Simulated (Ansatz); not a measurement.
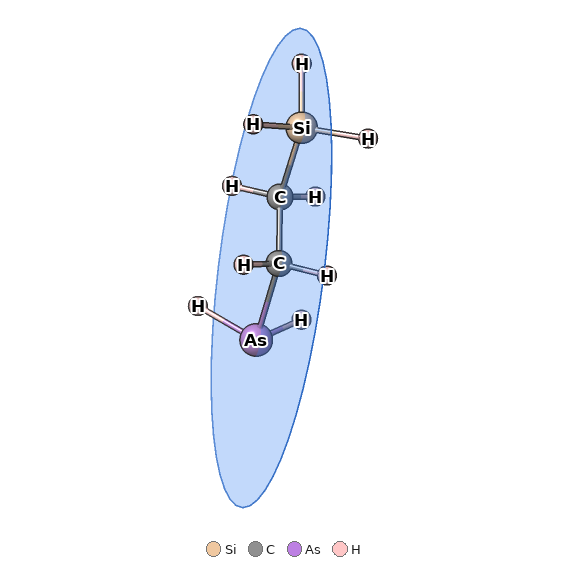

All proper rotation axes (lines) and mirror planes (discs) of the structure are drawn in. Atoms fade into the background with distance from the viewer. The computed structure is the end point of a PBE-D4/def2-SVP optimisation. No frequency run is at hand to confirm it as a minimum.

Name the symmetry elements and the point group.

It has 1 mirror plane. Point group Cs. The group has 2 operations. The geometry is achiral, and symmetry allows a dipole moment.
